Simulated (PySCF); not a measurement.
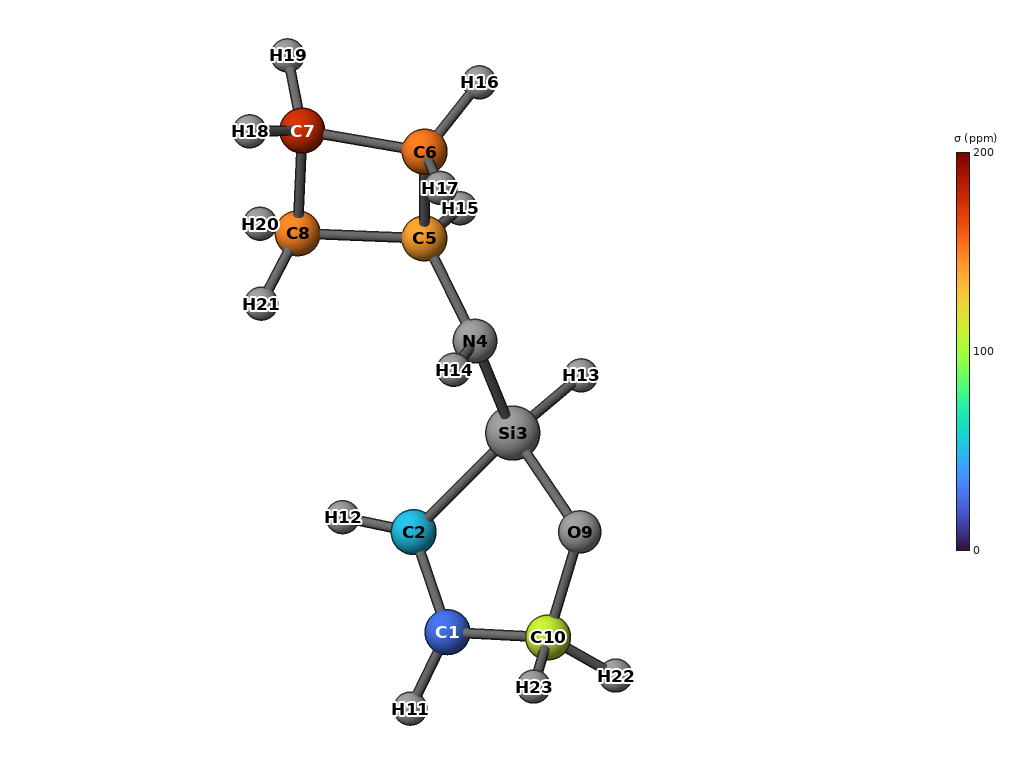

Atoms are coloured by their isotropic NMR shieldings (C only, the others grey). Computed geometry: GFN2-xTB optimisation. No frequency run is at hand to confirm it as a minimum. Level of theory: GIAO PBE0/pcSseg-1 NMR shielding, non-relativistic, gas phase (PySCF 2.14.0).

List the isotropic NMR shieldings of the C atoms.

```json
{"atom": "C1", "σ (ppm)": "27.6"}
{"atom": "C2", "σ (ppm)": "52.1"}
{"atom": "C5", "σ (ppm)": "140.9"}
{"atom": "C6", "σ (ppm)": "151.2"}
{"atom": "C7", "σ (ppm)": "173.9"}
{"atom": "C8", "σ (ppm)": "148.2"}
{"atom": "C10", "σ (ppm)": "111.7"}
```

The geometry is semi-empirical. Around Si such bond lengths and angles can be off by a tenth of an ångström or more and by several degrees, and values that hang on the shape move with them.
